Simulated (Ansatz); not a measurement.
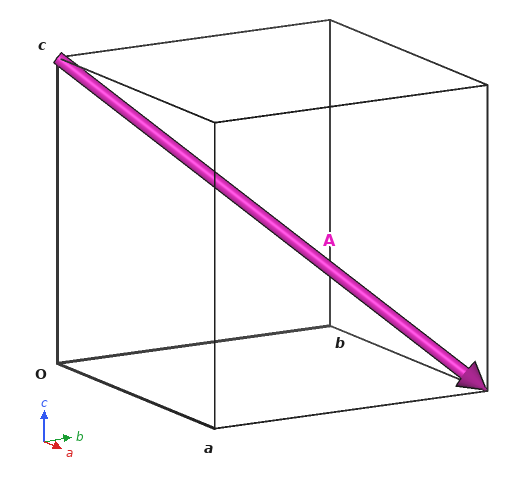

Crystal: Sc₄Zn, the input geometry of an electronic-structure calculation (not necessarily at equilibrium); the starting structure was generated, so it need not be a known form of this composition. The arrow starts at a corner of the unit cell and ends on its surface; where a tip isn't a corner, dashed lines run from it parallel to the axes. The drawing is computed from the coordinates (standard cell, symmetry found to 0.002 Å).

a = 6.352 Å, b = 6.352 Å, c = 6.352 Å, α = 90.00°, β = 90.00°, γ = 90.00°.

Question: Give [uvw] of the arrow.

Answer: Arrow A runs from (0, 0, 1) to (1, 1, 0), so [1 1 −1].

Question: How long is the vector ua + vb + wc?

Answer: 11.001 Å.

Question: In Im-3m (No. 229), how many directions are equivalent to A (Laue class m-3m, both senses counted)?

Answer: 8.
